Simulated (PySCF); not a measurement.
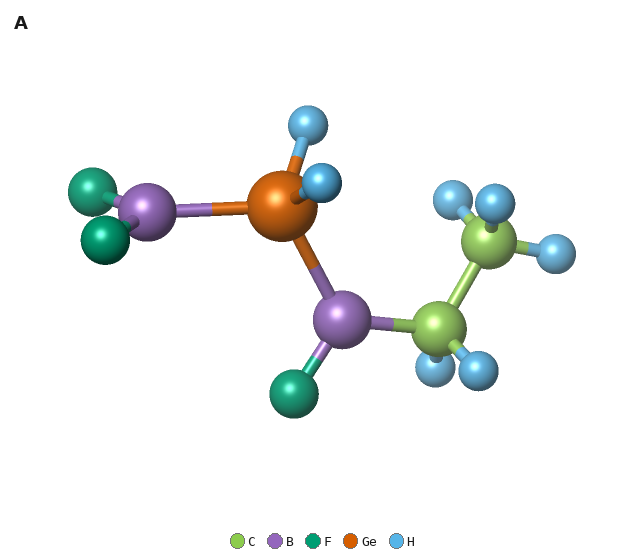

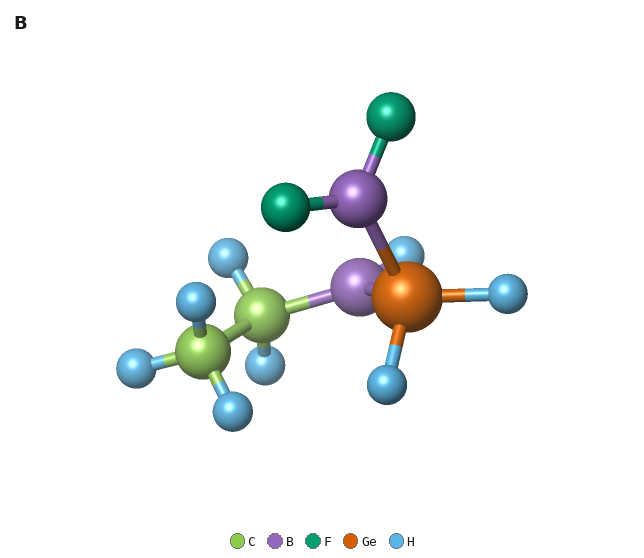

Two related species, optimised with GFN2-xTB; properties computed with PySCF 2.14.0. Both: charge 0, singlet.

**What are A and B?**

A is C2H7B2F3Ge, B is C2H8B2F2Ge.

Compare them. With CAM-B3LYP/def2-SVPD: dipole moment (D), HOMO–LUMO gap (eV), HOMO energy (Kohn–Sham orbital) (eV), lowest vertical singlet excitation (eV), mean static polarisability (bohr³). With GFN2-xTB: mean Ge–B length (Å), mean Ge–H length (Å).

| quantity | A | B |
| --- | --- | --- |
| dipole moment (D) | 2.61 | 2.06 |
| HOMO–LUMO gap (eV) | 9.11 | 8.44 |
| HOMO energy (Kohn–Sham orbital) (eV) | −9.48 | −9.52 |
| lowest vertical singlet excitation (eV) | 5.07 | 4.51 |
| mean static polarisability (bohr³) | 81.9 | 82.3 |
| mean Ge–B length (Å) | 2.032 | 2.018 |
| mean Ge–H length (Å) | 1.499 | 1.500 |

Each is one conformer, and no frequency run is at hand to confirm it as a minimum.

The geometry is semi-empirical. Around B, Ge such bond lengths and angles can be off by a tenth of an ångström or more and by several degrees, and values that hang on the shape move with them.
